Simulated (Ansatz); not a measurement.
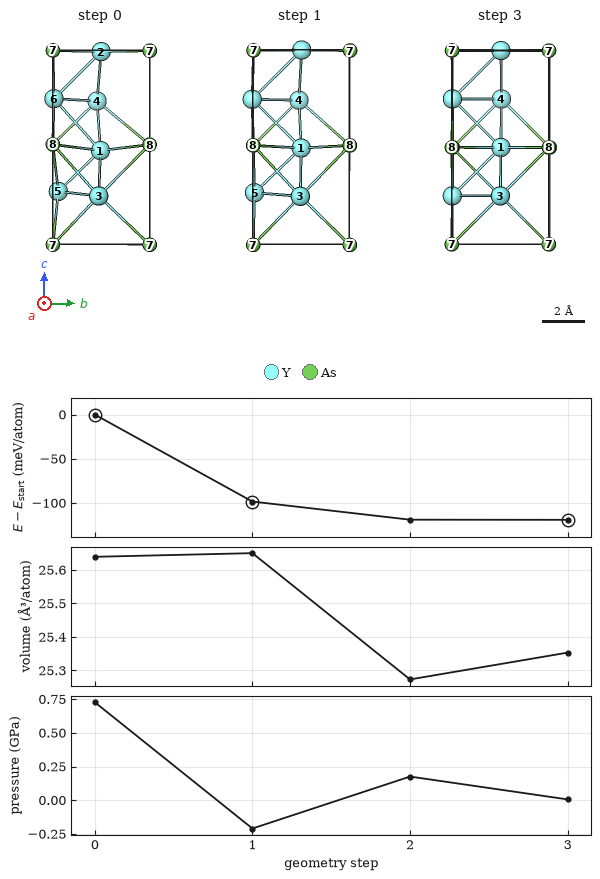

Frames of a relaxation of solid Y3As (a generated structure, set up in P1) (coarse preliminary run), marked on the history of the run. A ball-and-stick model of the cell of the calculation, seen along the a axis.

Method: Ansatz 0.2.0, DFT PBE, scalar-relativistic, plane waves, PAW.

The input:
```yaml
crystal:
  lattice:
    - [0.0002988685, 4.7206106353, 0.0456171708]
    - [-0.0048195009, 0.0456171708, 4.6555637804]
    - [9.3339331286, 0.000597737, -0.0096390017]
  atoms:
    - { symbol: "Y", position: [0.4808575043, 0.4931683009, 0.4834558625] }
    - { symbol: "Y", position: [0.5147446827, 0.5002161976, 0.9931862641] }
    - { symbol: "Y", position: [-0.0100708656, 0.4751088634, 0.2492948083] }
    - { symbol: "Y", position: [0.0327405308, 0.4579188468, 0.7385124399] }
    - { symbol: "Y", position: [0.4831577984, 0.0578191094, 0.272461485] }
    - { symbol: "Y", position: [0.516710029, 0.0127624584, 0.7501952901] }
    - { symbol: As, position: [-0.0191921805, 0.002209032, -0.0015386197] }
    - { symbol: As, position: [0.0010525007, 0.0007971915, 0.5144324698] }
basis:
  ecutwfc: 420
kpoints:
  mp_grid: { grid: [6, 6, 4] }
hamiltonian:
  xc: pbe
scf:
  occupations: { method: gaussian, width: 0.2 }
  lower_state_search: "off"
output:
  forces: true
  stress: true
  eigenvalues: true
relax:
  adjacent_minimum: "off"
  f_tol: 0.025
  max_steps: 60
  cell: { stress_tol: 0.25 }
```

Launched with:
```bash
ansatz run input.yaml --threads 1 --pin off --max-ram 2048MiB --backend cpu --events-out ev --progress --plain --runs-dir out
```

What happens along the run?

The run was cut off at its time limit before the program reported convergence, but its last step already meets the force threshold: the largest component is 0.00085 eV/Å against 0.025 eV/Å. The pressure is within 0.01 GPa of its target. After 3 geometry steps the energy has fallen by 119 meV per atom. Largest force component: 2.4 eV/Å at the start, 0.00085 eV/Å at the end. Pressure: 0.73 GPa at the start and 0.01 GPa at the end. The largest move relative to the cell is that of Y5, 0.35 Å along [1 −3 −1]. By element the largest moves are Y 0.35 Å, As 0.13 Å. Cell: a 4.721 → 4.665 Å (−1.2 %), b 4.656 → 4.665 Å (+0.2 %), c 9.334 → 9.319 Å (−0.2 %), α 90.1° → 90.0°, γ 88.9° → 90.0°. Volume −1.1 %. Among the contacts that change: Y1–Y5 2.823 → 3.296 Å, Y2–Y5 3.676 → 3.297 Å, Y3–Y5 3.616 → 3.299 Å, Y4–As8 2.987 → 3.296 Å. The space group (tolerance 0.01 Å) goes from P1 (No. 1) to Pm-3m (No. 221). From step 0 to 1: Y5 moves most (0.19 Å), energy −98.4 meV per atom. From step 1 to 3: Y5 moves most (0.18 Å), volume −1.2 %, energy −20.7 meV per atom.
